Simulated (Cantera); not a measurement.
Feed: 1 mol SiC, 0.038 mol N2O, 770 mol N2, at 130 Pa.

These are equilibrium values from Cantera (NASA tables, ideal gas, pure condensed phases), not measurements of a reactor. Candidate condensed phases: C, Si, SiC, SiO2, Si2N2O, Si3N4; 34 gas species. Mutual solubility and eutectic melting of coexisting phases are not modelled. The tables' values for SiN are old estimates; treat these amounts as uncertain. Rates play no part.

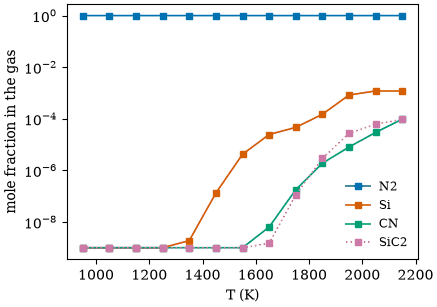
Fig. 1. Equilibrium gas composition (values under 1e-9 drawn at 1e-9)

From 950 K to 1250 K the condensed part is C(graphite) + Si2N2O(s) + Si3N4(s). From 1350 K to 1450 K the condensed part is SiC(s) + Si3N4(s). From 1550 K to 1750 K the condensed part is SiC(s). From 1850 K to 1950 K the condensed part is C(graphite) + SiC(s). From 2050 K to 2150 K the condensed part is C(graphite).
